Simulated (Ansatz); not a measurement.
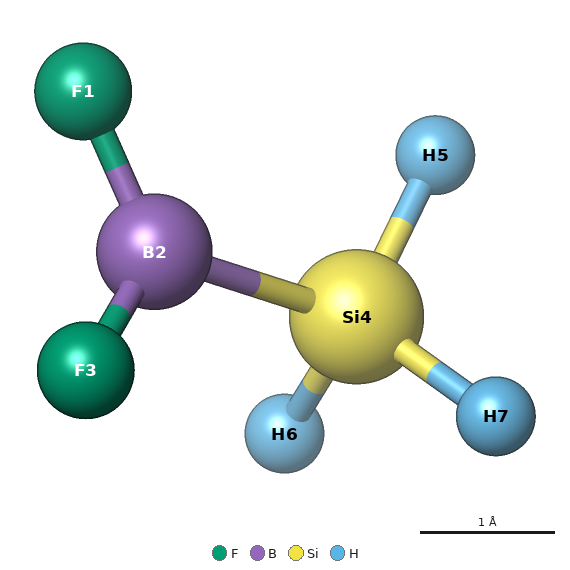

Orthographic view. Distant atoms are faded towards the background colour. Computed geometry: PBE0-D4/def2-TZVP optimisation.

Give the distance matrix in Å.

| atom | F1 | B2 | F3 | Si4 | H5 | H6 | H7 |
| --- | --- | --- | --- | --- | --- | --- | --- |
| F1 | 0.00 |  |  |  |  |  |  |
| B2 | 1.32 | 0.00 |  |  |  |  |  |
| F3 | 2.24 | 1.32 | 0.00 |  |  |  |  |
| Si4 | 2.96 | 2.03 | 2.94 | 0.00 |  |  |  |
| H5 | 3.30 | 2.92 | 4.10 | 1.48 | 0.00 |  |  |
| H6 | 3.81 | 2.88 | 3.53 | 1.49 | 2.42 | 0.00 |  |
| H7 | 3.99 | 2.90 | 3.38 | 1.49 | 2.43 | 2.42 | 0.00 |
